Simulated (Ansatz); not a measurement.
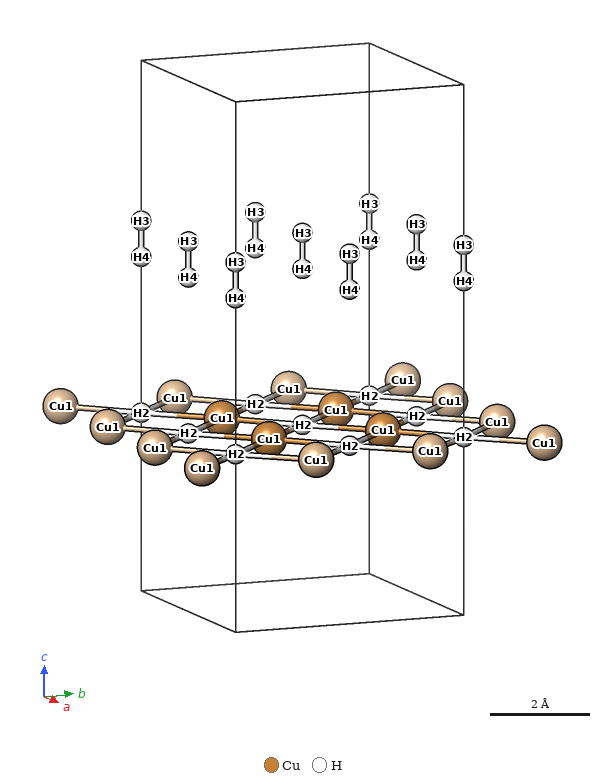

*The input geometry (ball-and-stick view of the 2 × 2 repeat of the cell, with the vacuum cut short, seen slightly off an axis; neighbours outside the cell are drawn fainter; atoms are numbered from 1 in the order of the input).*

**Geometry relaxation of CuH$_{3}$**

System: CuH$_{3}$ (4 atoms in the cell).
Method: DFT PBE, scalar-relativistic, plane waves, PAW, no spin polarisation (Ansatz 0.2.0).

The structure was made by a generator, so it may or may not be a known phase. Figures and captions count atoms from 1; the log counts them from 0 in places.

## Input file
```yaml
crystal:
  lattice:
    - [2.5107104594, 0.0, 0.0]
    - [0.0, 2.5107104594, 0.0]
    - [0.0, 0.0, 31.393522282]
  atoms:
    - { symbol: Cu, position: [0.5, 0.5, 0.213277587] }
    - { symbol: H, position: [0.0, 0.0, 0.2129248895] }
    - { symbol: H, position: [0.0, 0.0, 0.3394303463] }
    - { symbol: H, position: [0.0, 0.0, 0.3156696168] }
  periodic: [true, true, false]
basis:
  ecutwfc: 420
kpoints:
  mp_grid: { grid: [18, 18, 1] }
hamiltonian:
  xc: pbe
scf:
  occupations: { method: gaussian, width: 0.1 }
output:
  forces: true
  stress: true
  eigenvalues: true
  write_density: true
  write_potential: true
  elf: true
  volumetric_format: npy
relax:
  adjacent_minimum: "off"
  f_tol: 0.01
  max_steps: 80
  cell: { stress_2d_tol: 0.02 }
```

Hardware: 1 thread of Arm Neoverse V1, 24 GiB of memory available, shared host.

Run as:
```bash
ansatz run input.yaml --threads 1 --pin off --max-ram 2048MiB --backend cpu --events-out ev --progress --plain --runs-dir out
```

## What the program printed
```
Engine: ansatz 0.2.0, aarch64-unknown-linux-gnu
Pseudopotentials: kind: paw
Pseudopotential: Cu, paw, valence charge 19, recommended cutoff 420 eV (normal), Cu.paw.azcp
Pseudopotential: H, paw, valence charge 1, recommended cutoff 420 eV (normal), H.paw.azcp
Functional definition: PBE
  parameter kappa = 0.804
  parameter beta = 0.06672455060314922
  exchange = pbe_x(kappa = kappa, mu = beta*pi^2/3)
  correlation = pbe_c(beta = beta)
Crystal: 4 atoms, lattice volume = 197.894 Å³
Basis set: ecut = 420 eV, 3841 PW (Γ), exchange–correlation on 36×36×432 points (8 copies of the dense FFT grid, shifted against one another)
Bands: 15, of which v1, the nominal top of the filled ones, is band 11 counted from 1 (10 counted from 0)
Symmetry: 8 space group operations
Space group: P4mm (ITA 99), of the structure as read, at distance tolerance 5.8e-5 Å
k-points: 55 of 324
Non-local potential: Cu, projectors of the file, l = 0: 3, l = 1: 2, l = 2: 3, l = 3: 1
Non-local potential: H, projectors of the file, l = 0: 2, l = 1: 1
PAW form: soft (Blöchl's): semilocal exchange-correlation on the pseudo side does not see the compensation charge
PAW one-centre angular grid: Cu, 590 points (default); XC on 64 Gauss nodes
PAW one-centre angular grid: H, 110 points (default); XC on 64 Gauss nodes
Initial density: superposition of atomic densities (neutral atoms: chi_scale 0, normalization atom), corrected by the library's trained network
Initial wavefunctions: pseudopotential atomic-orbital guess
Functional: x = pbe(κ = 0.804, μ = 0.2195149727645171), c = pbe(β = 0.06672455060314922)
SCF iter   1: F=—  HF=-6672.047083 eV  |F-HF|=—  |Δ(HF+E_count)|=         —  Δρ=2.18e-3  dr2=4.54e-2  ethr=1.77e-3  ⟨swp⟩=8.6  Hψ=6156  notcnv=0
preconditioner: auto → LDOS  [insulator: Δε(μ)=0.261 eV  Ē_g=9.195 eV  σ=0.100 eV  W_gap=0.93  n_scr=18 (ndim 8)  ℏωp=9.9 eV  f_vac=0.771  D(μ)=0.11/eV (n_scr^D=2)  ε∞_Penn≈2.2  β→1.0]
SCF iter   2: F=—  HF=-6672.044443 eV  |F-HF|=—  |Δ(HF+E_count)|=   2.64e-3  Δρ=3.91e-3  dr2=4.25e-2  ethr=2.06e-4  ⟨swp⟩=3.3  Hψ=2122  notcnv=0  defer=4
SCF iter   3: F=—  HF=-6672.038501 eV  |F-HF|=—  |Δ(HF+E_count)|=   5.94e-3  Δρ=4.00e-3  dr2=1.95e-2  ethr=1.93e-4  ⟨swp⟩=2.8  Hψ=2036  notcnv=0  defer=4
SCF iter   4: F=—  HF=-6672.034311 eV  |F-HF|=—  |Δ(HF+E_count)|=   4.19e-3  Δρ=3.40e-4  dr2=9.32e-4  ethr=8.86e-5  ⟨swp⟩=2.3  Hψ=1341  notcnv=0  defer=4
SCF iter   5: F=—  HF=-6672.034173 eV  |F-HF|=—  |Δ(HF+E_count)|=   1.38e-4  Δρ=1.47e-4  dr2=5.35e-5  ethr=4.24e-6  ⟨swp⟩=2.6  Hψ=1328  notcnv=0  defer=4
SCF iter   6: F=—  HF=-6672.034175 eV  |F-HF|=—  |Δ(HF+E_count)|=   2.51e-6  Δρ=2.32e-5  dr2=1.28e-6  ethr=2.43e-7  ⟨swp⟩=2.4  Hψ=1534  notcnv=0  defer=4
SCF iter   7: F=—  HF=-6672.034177 eV  |F-HF|=—  |Δ(HF+E_count)|=   1.58e-6  Δρ=8.01e-6  dr2=1.04e-7  ethr=5.81e-9  ⟨swp⟩=2.7  Hψ=1468  notcnv=0  defer=4
iter 8 did not close the SCF: its close was put off until two iterations running show no level that it waits for move by more than its bar (scf_convergence_deferred on its scf_iter line)
SCF iter   8: F=-6672.034177 eV  HF=-6672.034177 eV  |F-HF|=2.52e-8  |Δ(HF+E_count)|=   2.15e-7  Δρ=2.35e-6  dr2=9.86e-9  ethr=4.55e-10  ⟨swp⟩=16.4  Hψ=7103  notcnv=0
SCF iter   9: F=-6672.034177 eV  HF=-6672.034177 eV  |F-HF|=3.71e-10  |Δ(HF+E_count)|=   3.10e-8  Δρ=1.83e-7  dr2=2.44e-10  ethr=4.48e-11  ⟨swp⟩=7.5  Hψ=5203  notcnv=0
the search or the solves at the SCF's close seem to have found levels that the self-consistency loop had missed (the run counts 1). By its estimate they hold under 1e-12 electrons; where the run keeps them, the occupations were computed again with them
SCF 1 converged in 9 iterations: F = -6672.034177 eV  dr2 = 2.44e-10
  greatest PAW one-centre occupation: 1.000 electrons in one spin orbital (limit 2), on the Cu atom at site 0 (counted from 0), in its partial waves of l = 0
relax step   1: F+E_penalty+E_count = -6672.03417714 eV  Δ(F+E_penalty+E_count) = +0.000e0 eV  max|allowed force component| = 1.330e-3 eV/Å  Δτ_max = 0.0000 Å  P = -0.006 N/m  Ω = 197.894 Å³  fix = [c, alpha, beta]  reactions: c +0.000 N/m  (9 SCF iters, dr2 threshold 1.00e-7 eV, accepted)
Initial density: handed on by an earlier stage of this run
Initial wavefunctions: pseudopotential atomic-orbital guess (no wavefunctions were taken with the density)
iter 1 solved again at ethr=1.26e-6 eV; its pass at ethr=3.10e-3 eV (dr2=2.77e-4 eV) is discarded
SCF iter   1: F=—  HF=-6672.034184 eV  |F-HF|=—  |Δ(HF+E_count)|=         —  Δρ=2.08e-6  dr2=4.74e-9  ethr=1.26e-6  ⟨swp⟩=4.1  Hψ=8564  notcnv=0
eigensolver tolerance schedule: the retry pair's looser diagonalisation over-reported the residual by 58338.73 of it (diagonalisation noise at an unbounded share of the residual, at the tolerance the schedule requests for it); recorded, not acted on — ethr = c·dr2/N_el stays at c = 1.0e-1
preconditioner: auto → LDOS  [insulator: Δε(μ)=0.301 eV  Ē_g=9.105 eV  σ=0.100 eV  W_gap=0.97  n_scr=18 (ndim 8)  ℏωp=9.9 eV  f_vac=0.771  D(μ)=0.05/eV (n_scr^D=2)  ε∞_Penn≈2.2  β→1.0]
SCF iter   2: F=—  HF=-6672.034177 eV  |F-HF|=—  |Δ(HF+E_count)|=   7.27e-6  Δρ=7.19e-6  dr2=5.92e-8  ethr=2.16e-11  ⟨swp⟩=5.1  Hψ=2714  notcnv=0
SCF iter   3: F=—  HF=-6672.034177 eV  |F-HF|=—  |Δ(HF+E_count)|=   6.89e-9  Δρ=1.17e-6  dr2=1.34e-9  ethr=2.16e-11  ⟨swp⟩=2.1  Hψ=1472  notcnv=0
SCF iter   4: F=—  HF=-6672.034177 eV  |F-HF|=—  |Δ(HF+E_count)|=   5.37e-9  Δρ=9.11e-7  dr2=8.68e-10  ethr=6.10e-12  ⟨swp⟩=2.3  Hψ=1176  notcnv=0
SCF iter   5: F=—  HF=-6672.034177 eV  |F-HF|=—  |Δ(HF+E_count)|=   2.21e-9  Δρ=3.25e-7  dr2=1.21e-10  ethr=3.95e-12  ⟨swp⟩=2.3  Hψ=1229  notcnv=0
SCF iter   6: F=-6672.034177 eV  HF=-6672.034177 eV  |F-HF|=1.82e-11  |Δ(HF+E_count)|=  4.44e-10  Δρ=3.76e-8  dr2=1.88e-12  ethr=1.00e-12  ⟨swp⟩=8.3  Hψ=5675  notcnv=0
the search or the solves at the SCF's close seem to have found levels that the self-consistency loop had missed (the run counts 1). By its estimate they hold under 1e-12 electrons; where the run keeps them, the occupations were computed again with them
SCF 2 converged in 6 iterations: F = -6672.034177 eV  dr2 = 1.88e-12
relax step   2: F+E_penalty+E_count = -6672.03417714 eV  Δ(F+E_penalty+E_count) = -1.328e-10 eV  max|allowed force component| = 1.327e-3 eV/Å  Δτ_max = 0.0000 Å  P = -0.006 N/m  Ω = 197.894 Å³  fix = [c, alpha, beta]  reactions: c +0.000 N/m  stress off target by 6.20e-3 N/m on what of the cell is left free  SCF on the basis re-selected at this cell (its energy is not comparable with the rows above)  (6 SCF iters)
```

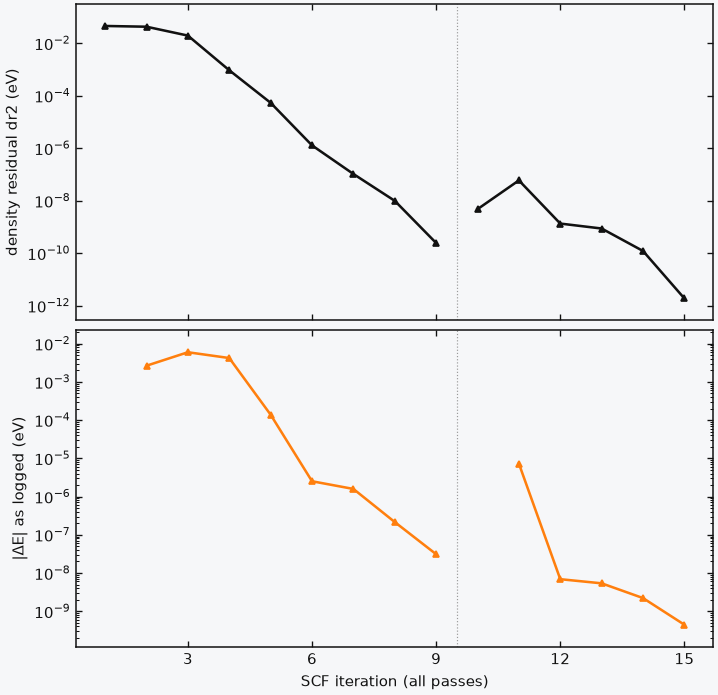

*Convergence of the self-consistent field: density residual dr2 and size of the energy change against the SCF iteration. The dotted lines part the SCF passes of the relaxation: geometry steps, rejected trials and re-solves on a re-selected basis.*

The passes take 9 and 6 iterations.

```
basis re-selected at this cell: Δ(F+E_penalty+E_count) = -1.328e-10 eV, ΔP = +0.000 N/m vs the last step (what re-selecting the basis moved, of the pressure what is left beyond the Pulay correction that the steps carried, after the strain that the cell walked since its last selection, with what the two solves' SCF thresholds leave and, on support functions, any second-order correction that the steps lacked; it is no measure of the basis error at this ecutwfc). This SCF's stress stands 6.20e-3 N/m from its target on what of the cell is left free (relax.cell.stress_2d_tol is 2.00e-2 N/m) and its largest allowed force component is 1.33e-3 eV/Å (relax.f_tol is 1.00e-2 eV/Å): within both
WARN: The output density's exchange-correlation potential varies sharply where the density is thin. Do not read a vacuum level from v_tot or v_xc, or from such a field of the output density. On a cell that repeats whose density bears no net charge and no dipole along the vacuum's axis use v_es (v_loc + v_h of the components); under efield.dipole_correction with no amplitude use v_es + v_field, which holds any external_charges[].barrier, or the levels of the report's work_function block, which leave it out; under a non-zero efield.amplitude the vacuum is tilted and has no level; on a cell that repeats and bears such a dipole with no correction it is tilted too, and efield.dipole_correction with no amplitude gives each side of its ramp a level where efield: is served; in a cell that repeats whose density bears a net charge (total_charge, or a fill off its count) it is curved and has none; of a slab under crystal.periodic whose density bears no net charge use v_es, which has a level on each side, short of where the two are joined; of another it falls or rises all the way out and has none; of a slab beside external_charges read slab_vacuum_level instead, which it has where they leave it neutral. The grid or the basis barely resolves most such structure, and the values can differ between equally converged runs; as a rule a tighter scf.convergence.dr2_threshold does not remove it. Where the density itself ripples (under the LDA too) a higher basis.ecutwfc lessens it. The files hold the spikes' plane waves up to the density's cutoff. Files: v_tot_of_output_density and the like, and their columns of v_z.tsv (output.write_potential); v_xc_of_output_density and the like, and their columns of v_comp_z.tsv (output.write_potential_components). Measured: with its Gaussian average of σ = 0.25 Å subtracted twice, the exchange-correlation potential is over 0.1 eV at 9 of the grid points where the equally averaged density (valence and model cores) is under 1e-3 e/Å³, and 0.135 eV at the most among them, at an averaged density of 3.8e-9 e/Å³. The input density's (outcome.potential() and, of a run that writes arrays, v_tot and v_xc) is over 0.1 eV, so measured, at 2 points of its own thin density, 0.107 eV at the most. See output.write_potential in the manual, Limitations
SCF converged after 6 iterations
Free energy (F): -6672.034177 eV
Harris-Foulkes:  -6672.034177 eV  (|F-HF|=1.82e-11)
Internal energy: -6672.033910 eV  (E = F + TS)
E sigma→0 (E₀):  -6672.034043 eV
Entropy (-TS):   -0.000267 eV (-0.067 meV/atom)
Fermi energy:    -3.756759 eV
--- Per-component energies (eV) ---
  E_band       = -797.024637
  E_kinetic    = 340.064949
  E_local      = -52224.852707  (includes V_loc(G=0)·N_el)
  E_nonlocal   = 399.381931
  E_hartree    = 25649.085552
  E_xc         = -114.933500
  E_vxc        = -148.133097  (∫ρ·V_xc dr)
  E_paw        = -1668.706228  (= ΣΔE_a)
  E_vpaw       = -461.653236  (= ΣTr[D̂ρ^β])
  E_aug_tail   = -0.003428  (compensation charges beyond the density's cutoff)
  E_ewald      = 20947.929522
  E_smearing   = -0.000267  (= −TS)
  E_closure    = -0.000000  (closes the sum)
  Σ components = -6672.034177   (vs F -6672.034177, Δ=0.00e0)
--- Forces (eV/Å), atoms counted from 1 ---
  atom   1  Cu     0.00000000     0.00000000     0.00093517
  atom   2  H      0.00000000     0.00000000    -0.00132719
  atom   3  H      0.00000000     0.00000000    -0.00051909
  atom   4  H      0.00000000     0.00000000     0.00091059
  max |Σ_I F_I| component: 5.19e-7 eV/Å
--- 2D stress c σ (N/m, compression-positive) ---
       -0.006196       0.000000       0.000000
        0.000000      -0.006196       0.000000
        0.000000       0.000000       0.000000
  P = ½ c Tr σ = -0.0062 N/m
--- Band table (eV; the first three rows and the last of 55) ---
  k-point 0: bands = ["-117.2053", "-74.6434", "-74.6434", "-74.4109", "-14.2203", "-11.5406", "-8.6534", "-7.3673", "-6.7513", "-6.7513", "-6.6932", "-4.4631", "-1.3086 (-1.3086°)", "-0.3707", "0.2803"]
  k-point 1: bands = ["-117.2052", "-74.6456", "-74.6432", "-74.4107", "-14.1465", "-11.4955", "-8.6319", "-7.3535", "-6.8165", "-6.7485", "-6.7174", "-4.3445", "-1.2432 (-1.2432°)", "-0.2988", "0.3503"]
  k-point 2: bands = ["-117.2046", "-74.6519", "-74.6427", "-74.4102", "-13.9267", "-11.3630", "-8.5707", "-7.3135", "-6.9811", "-6.7865", "-6.7404", "-4.0172", "-1.0488 (-1.0488°)", "-0.0849", "0.5588"]
  k-point 54: bands = ["-117.1931", "-74.7081", "-74.7081", "-74.3987", "-11.4040", "-8.1834", "-7.5823", "-7.5823", "-6.7566", "-6.1508", "-1.1081", "-0.3388", "-0.3388", "4.2029", "6.0077"]
  ° read free of the cell's end (the report's vacuum.weakly_bound_levels)
--- Relaxed structure (1 steps of the walk, 1 accepted, 1 SCFs on fresh bases) ---
  F+E_penalty+E_count = -6672.03417714 eV   max|allowed force component| = 1.327e-3 eV/Å   (the final SCF, on the basis selected at the relaxed cell)
  cell:  # Å, volume = 197.8943 Å³
    - [2.5107104594, 0.0, 0.0]
    - [0.0, 2.5107104594, 0.0]
    - [0.0, 0.0, 31.393522282]
  atoms:
    - { symbol: Cu, position: [0.5, 0.5, 0.21327758699999996] }
    - { symbol: H, position: [0.0, 0.0, 0.21292488949999996] }
    - { symbol: H, position: [0.0, 0.0, 0.33943034629999996] }
    - { symbol: H, position: [0.0, 0.0, 0.31566961679999994] }
```

## Trajectory as extended XYZ (Å, eV, eV/Å), 2 frames, from step=1 to step=2
```
4
Lattice="2.5107 0.0000 0.0000 0.0000 2.5107 0.0000 0.0000 0.0000 31.3935" Properties=species:S:1:pos:R:3:forces:R:3 step=1 energy=-6672.03418
Cu    1.2554    1.2554    6.6955    0.0000   0.0000   0.0009
H     0.0000    0.0000    6.6845    0.0000   0.0000  -0.0013
H     0.0000    0.0000   10.6559    0.0000   0.0000  -0.0005
H     0.0000    0.0000    9.9100    0.0000   0.0000   0.0009
4
Lattice="2.5107 0.0000 0.0000 0.0000 2.5107 0.0000 0.0000 0.0000 31.3935" Properties=species:S:1:pos:R:3:forces:R:3 step=2 energy=-6672.03418
Cu    1.2554    1.2554    6.6955    0.0000   0.0000   0.0009
H     0.0000    0.0000    6.6845    0.0000   0.0000  -0.0013
H     0.0000    0.0000   10.6559    0.0000   0.0000  -0.0005
H     0.0000    0.0000    9.9100    0.0000   0.0000   0.0009
```

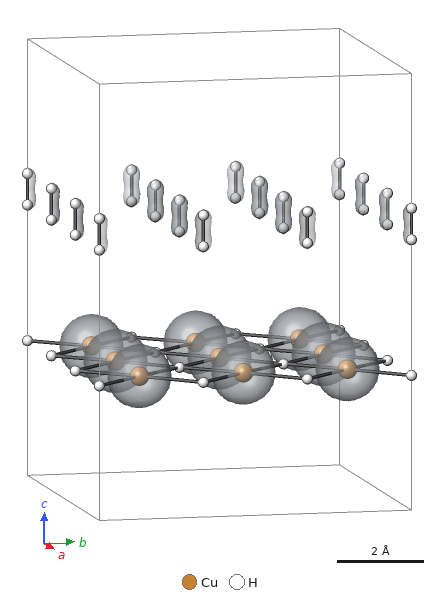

*Isosurface of the valence electron density at 1.5 e/Å³ (grey), seen slightly off an axis. Sticks mark near contacts.*

At this value the density breaks into separate islands; it holds about 70 % of the electrons treated as valence (semicore included). It is pinched off along the Cu–H (1.78 Å) contacts. On the grid the lowest density along these lines, outside the cores, is 1.8 e/Å³ (H–H, 0.75 Å) and 0.46 e/Å³ (Cu–H, 1.78 Å). Core electrons are frozen (PAW), so the fields are smoothed inside the atomic spheres.

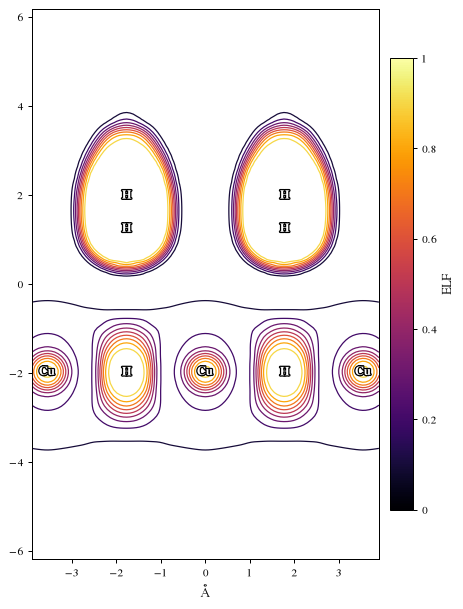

*ELF on the (110) plane of the calculation cell, a cut from vacuum to vacuum.*

Atoms in the plane: Cu and H. H–H (0.75 Å): the ELF peaks at about 1 between the atoms (a covalent bond by its length). Cu–H (1.78 Å): the ELF climbs to about 1 towards the hydrogen, as it does in any bond to H. The strong features right at Cu lie inside the PAW spheres (semicore, d or f shells) and say nothing about bonding.

## Key numbers

- outcome: converged
- electrons treated: 22
- free energy: −6672.0342 eV
- Fermi energy: −3.757 eV
- gap on the k-point mesh: none (metallic)
- final volume: 197.89 Å³
- largest force (length of the vector) at the end: 0.001 eV/Å
- wall time: 48 s
- peak memory: 0.47 GiB

## Remarks

Warnings of the run: the exchange-correlation potential is rough where the density is thin.
